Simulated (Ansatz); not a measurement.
# ClGaH2O (built from SMILES [OH][GaH][Cl]): one structure at several levels

Aim: energy, forces and dipole at a displaced guess of a reacting structure, from CCSD(T) and from density functionals.

Method: single points in def2-TZVPP; program: Ansatz 0.2.0, Gaussian basis.

Cores are frozen in the correlated methods. Filled d shells of the heavier atoms are correlated.

### 1 The system as given

5 atoms, charge 0, spin multiplicity 1.

Atoms are counted from 1 here; the program's logs count them from 0.

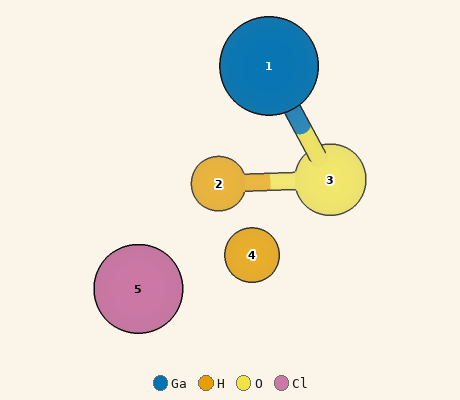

Start geometry, drawn with gallium blue, hydrogen amber, oxygen yellow, chlorine pink; atoms are numbered from 1 in the order of the file.

As a file:

```xyz
5

Ga    1.4840   -0.2957    0.4792
H    -0.0213    0.3350   -0.8578
O     0.0497   -0.8579   -0.9887
H    -0.6808   -0.1059   -0.1871
Cl   -0.8814    0.9851    1.2268
```

### 2 CCSD(T)/def2-TZVPP

The input, run/in.yaml:

```yaml
crystal:
  periodic: [false, false, false]
  atoms:
    - {symbol: Ga, position_ang: [1.484000, -0.295700, 0.479200]}
    - {symbol: H, position_ang: [-0.021300, 0.335000, -0.857800]}
    - {symbol: O, position_ang: [0.049700, -0.857900, -0.988700]}
    - {symbol: H, position_ang: [-0.680800, -0.105900, -0.187100]}
    - {symbol: Cl, position_ang: [-0.881400, 0.985100, 1.226800]}
basis:
  gaussian: {orbitals: def2-TZVPP}
correlation: {method: ccsd_t}
output: {forces: true}
```

No record of the launch command was kept for these runs.

### 3 PBE0-D4/def2-TZVPP

Changes to run/in.yaml since step 2:

```diff
@@ -10,3 +10,3 @@
   gaussian: {orbitals: def2-TZVPP}
-correlation: {method: ccsd_t}
-output: {forces: true}
+hamiltonian: {xc: pbe0, dispersion: d4}
+output: {forces: true, orbitals: {seedname: orbitals}}
```

### 4 wB97M-V/def2-TZVPP

Changes to run/in.yaml since step 3:

```diff
@@ -10,3 +10,3 @@
   gaussian: {orbitals: def2-TZVPP}
-hamiltonian: {xc: pbe0, dispersion: d4}
-output: {forces: true, orbitals: {seedname: orbitals}}
+hamiltonian: {xc: {name: wB97M-V}}
+output: {forces: true}
```

### 5 r2SCAN-D4/def2-TZVPP

Changes to run/in.yaml since step 4:

```diff
@@ -10,3 +10,3 @@
   gaussian: {orbitals: def2-TZVPP}
-hamiltonian: {xc: {name: wB97M-V}}
+hamiltonian: {xc: r2scan, dispersion: d4}
 output: {forces: true}
```

### 6 PBE-D4/def2-TZVPP

Changes to run/in.yaml since step 5:

```diff
@@ -10,3 +10,3 @@
   gaussian: {orbitals: def2-TZVPP}
-hamiltonian: {xc: r2scan, dispersion: d4}
+hamiltonian: {xc: pbe, dispersion: d4}
 output: {forces: true}
```

### 7 revPBE-D4/def2-TZVPP

Changes to run/in.yaml since step 6:

```diff
@@ -10,3 +10,3 @@
   gaussian: {orbitals: def2-TZVPP}
-hamiltonian: {xc: pbe, dispersion: d4}
+hamiltonian: {xc: {name: revPBE}, dispersion: d4}
 output: {forces: true}
```

### 8 CAM-B3LYP-D4/def2-TZVPP

Changes to run/in.yaml since step 7:

```diff
@@ -10,3 +10,3 @@
   gaussian: {orbitals: def2-TZVPP}
-hamiltonian: {xc: {name: revPBE}, dispersion: d4}
+hamiltonian: {xc: {name: CAM-B3LYP}, dispersion: d4}
 output: {forces: true}
```

(Steps that only read results are left out.)

What does the calculation give? Wanted: energy less free atoms, CCSD(T)/def2-TZVPP; RMS force component; RMS force error; HOMO and LUMO, PBE0-D4; T1 diagnostic.

**Answer**, as computed:

| quantity | value |
| --- | --- |
| energy less free atoms, CCSD(T)/def2-TZVPP | -11.597 eV |
| RMS force component | 1.873 to 2.318 eV/Å over the methods |
| RMS force error | PBE0-D4 0.077, wB97M-V 0.129, r2SCAN-D4 0.121, PBE-D4 0.334, revPBE-D4 0.434, CAM-B3LYP-D4 0.141 eV/Å |
| HOMO and LUMO, PBE0-D4 | -7.74 and -2.13 eV |
| T1 diagnostic | 0.018 |

What this shows: Against CCSD(T) the functionals' energies less atoms differ by -1.176 to -0.236 eV, PBE-D4 by -1.176 eV. The reference is not at the basis limit: in triple zeta CCSD(T) underbinds, which counts against methods that bind more; the gaps are no ranking. On forces the order runs from PBE0-D4 to revPBE-D4. Frozen-core CCSD(T) forces in triple zeta carry basis errors of their own, and this is one geometry, so small gaps rank nothing.
